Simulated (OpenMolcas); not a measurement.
**Multiconfigurational calculation for O⁴⁺ (part 2 of 2)**

Continued. System: O⁴⁺. Method: state-averaged CASSCF, active space 2 electrons in the shells 2s 2p 3s 3p, basis ANO-R1, X2C scalar Hamiltonian, spin-orbit coupling by RASSI with atomic mean-field integrals (OpenMolcas).

Log (extracts), continued:
```
--- RASSCF ---
Wave function specifications:
      -----------------------------

      Number of closed shell electrons           2
      Number of electrons in active shells       2
      Max number of holes in RAS1 space          0
      Max nr of electrons in RAS3 space          0
      Number of inactive orbitals                1
      Number of active orbitals                  8
      Number of secondary orbitals               5
      Spin quantum number                      0.0
      State symmetry                             2
Orbital specifications:
      -----------------------

      Symmetry species                           1   2
                                                ag  au
      Frozen orbitals                            0   0
      Inactive orbitals                          1   0
      Active orbitals                            2   6
      RAS1 orbitals                              0   0
      RAS2 orbitals                              2   6
      RAS3 orbitals                              0   0
      Secondary orbitals                         5   0
      Deleted orbitals                           0   0
      Number of basis functions                  8   6
      Number of CSFs                            12
      Number of root(s) required                12
      Iter CI   SX   CI       RASSCF       Energy    max ROT     max BLB   max BLB  Level Ln srch  Step   QN
          iter iter root      energy       change     param      element    value   shift minimum  type update
 Nr of preliminary CI iterations:   1
        1   1    0    0   -65.15470146    0.00E+00   0.00E+00    1   2 1 -1.13E-02*  0.00   0.00    SX    NO
      Natural orbitals and occupation numbers for root  1
      sym 1:   0.999982   0.000018
      sym 2:   0.999982  -0.000000  -0.000000   0.000000   0.000018   0.000000
      Natural orbitals and occupation numbers for root  2
      sym 1:   0.999982   0.000018
      sym 2:   0.000000   0.999982   0.000000   0.000018   0.000000  -0.000000
      Natural orbitals and occupation numbers for root  3
      sym 1:   0.999982   0.000018
      sym 2:   0.000000   0.000000   0.999982   0.000000   0.000000   0.000018
::    RASSCF root number  1 Total energy:    -67.55124440
::    RASSCF root number  2 Total energy:    -67.55124440
::    RASSCF root number  3 Total energy:    -67.55124440
::    RASSCF root number  4 Total energy:    -65.57405743
::    RASSCF root number  5 Total energy:    -65.57405743
::    RASSCF root number  6 Total energy:    -65.57405743
::    RASSCF root number  7 Total energy:    -65.04565056
::    RASSCF root number  8 Total energy:    -65.04565056
::    RASSCF root number  9 Total energy:    -65.04565056
::    RASSCF root number 10 Total energy:    -62.44785346
::    RASSCF root number 11 Total energy:    -62.44785346
::    RASSCF root number 12 Total energy:    -62.44785346
--- RASSI ---
SPIN-FREE ENERGIES:
  (Shifted by EMIN (a.u.) =        -68.2308256559)

 SF State       Relative EMIN(au)   Rel lowest level(eV)    D:o, cm**(-1)      L_eff

     4             0.0000000000        0.0000000000              0.0000         0.0
    10             0.3133335251        8.5262395762          68768.7599         1.0
    11             0.3133335251        8.5262395762          68768.7599         1.0
    12             0.3133335251        8.5262395762          68768.7599         1.0
    13             0.6795812531       18.4923479628         149150.8450         1.0
    14             0.6795812531       18.4923479628         149150.8450         1.0
    15             0.6795812531       18.4923479628         149150.8450         1.0
     2             0.8392405876       22.8368997813         184192.0186         1.0
     3             0.8392405876       22.8368997813         184192.0186         1.0
     1             0.8392405876       22.8368997813         184192.0186         1.0
     9             0.9549007346       25.9841727164         209576.4867         2.0
     8             0.9549007346       25.9841727164         209576.4867         2.0
     5             0.9549007346       25.9841727164         209576.4867         2.0
     6             0.9549007346       25.9841727164         209576.4867         2.0
     7             0.9549007346       25.9841727164         209576.4867         2.0
     Dipole printing threshold changed to   1.00000000E+00

++ Dipole transition strengths (spin-free states):
   -----------------------------------------------
     for osc. strength at least  1.00000000E+00

  ( Max oscillator strength is only   0.17358621427956858      )
--
Eigenvalues of complex Hamiltonian:
   -----------------------------------
  (Shifted by EMIN (a.u.) =        -68.2308256559)

 SO State       Relative EMIN(au)   Rel lowest level(eV)    D:o, cm**(-1)     J-value

     1            -0.0000002362        0.0000000000              0.0000         0.0
     2             0.3121489344        8.4940116482          68508.8242         0.0
     3             0.3127393180        8.5100768039          68638.3984         0.7
     4             0.3127393180        8.5100768039          68638.3984         0.9
     5             0.3127393180        8.5100768039          68638.3984         0.7
     6             0.3139258205        8.5423631821          68898.8056         1.5
     7             0.3139258205        8.5423631821          68898.8056         1.9
     8             0.3139258205        8.5423631821          68898.8056         1.6
     9             0.3139258205        8.5423631821          68898.8056         1.3
    10             0.3139258205        8.5423631821          68898.8056         1.3
    11             0.6795831649       18.4924064129         149151.3164         0.9
    12             0.6795831649       18.4924064129         149151.3164         0.6
    13             0.6795831649       18.4924064129         149151.3164         0.7
    14             0.8380692229       22.8050317541         183934.9856         0.0
    15             0.8386547871       22.8209657677         184063.5021         0.7
    16             0.8386547871       22.8209657677         184063.5021         0.6
    17             0.8386547871       22.8209657677         184063.5021         0.9
    18             0.8398204892       22.8526861370         184319.3441         1.8
    19             0.8398204892       22.8526861370         184319.3441         1.2
    20             0.8398204892       22.8526861370         184319.3441         1.8
    21             0.8398204892       22.8526861370         184319.3441         1.1
    22             0.8398204892       22.8526861370         184319.3441         1.8
    23             0.9549066334       25.9843396580         209577.8332         1.8
    24             0.9549066334       25.9843396580         209577.8332         1.9
    25             0.9549066334       25.9843396580         209577.8332         1.2
    26             0.9549066334       25.9843396580         209577.8332         1.2
    27             0.9549066334       25.9843396580         209577.8332         1.6
Weights of the five most important spin-orbit-free states for each spin-orbit state.

 SO State  Total energy (au)           Spin-free states, spin, and weights
 -------------------------------------------------------------------------------------------------------
    1        -0.000000       4 0.0  1.0000    2 1.0  0.0000    1 1.0  0.0000    3 1.0  0.0000    9 0.0  0.0000
    2         0.312149      11 1.0  0.3333   12 1.0  0.3333   10 1.0  0.3333   15 0.0  0.0000   14 0.0  0.0000
    3         0.312739      12 1.0  0.4966   11 1.0  0.2998   10 1.0  0.2036   14 0.0  0.0000   15 0.0  0.0000
    4         0.312739      11 1.0  0.4986   10 1.0  0.4972   12 1.0  0.0042   13 0.0  0.0000   15 0.0  0.0000
    5         0.312739      12 1.0  0.4992   10 1.0  0.2993   11 1.0  0.2015   15 0.0  0.0000   14 0.0  0.0000
    6         0.313926      12 1.0  0.5171   10 1.0  0.2652   11 1.0  0.2177   14 0.0  0.0000   13 0.0  0.0000
    7         0.313926      12 1.0  0.6070   11 1.0  0.2386   10 1.0  0.1544   15 0.0  0.0000   14 0.0  0.0000
    8         0.313926      12 1.0  0.4807   11 1.0  0.2846   10 1.0  0.2347   13 0.0  0.0000   14 0.0  0.0000
    9         0.313926      10 1.0  0.5035   11 1.0  0.4534   12 1.0  0.0431   15 0.0  0.0000   13 0.0  0.0000
   10         0.313926      10 1.0  0.5088   11 1.0  0.4724   12 1.0  0.0187   13 0.0  0.0000   15 0.0  0.0000
   11         0.679583      15 0.0  1.0000   10 1.0  0.0000   12 1.0  0.0000   11 1.0  0.0000   13 0.0  0.0000
   12         0.679583      14 0.0  1.0000   12 1.0  0.0000   11 1.0  0.0000   10 1.0  0.0000   13 0.0  0.0000
```

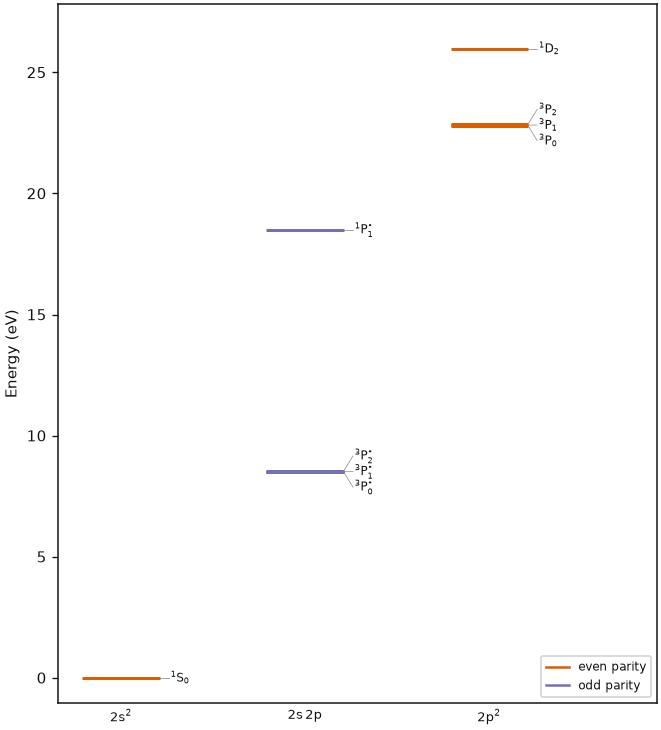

Figure 1. Level diagram of O⁴⁺ (oxygen, Z = 8). The lowest level is 2s² ¹S₀. The first excited level, 2s 2p ³P°₀, lies at 8.49 eV. It is also the lowest level of opposite parity. The leading LS term holds 100 % of a level on average.

```csv
Configuration,Level,E (eV)
2s²,¹S₀,0
2s 2p,³P°₀,8.494
2s 2p,³P°₁,8.510
2s 2p,³P°₂,8.542
2s 2p,¹P°₁,18.49
2p²,³P₀,22.81
2p²,³P₁,22.82
2p²,³P₂,22.85
2p²,¹D₂,25.98
```

Outcome of the run: converged.
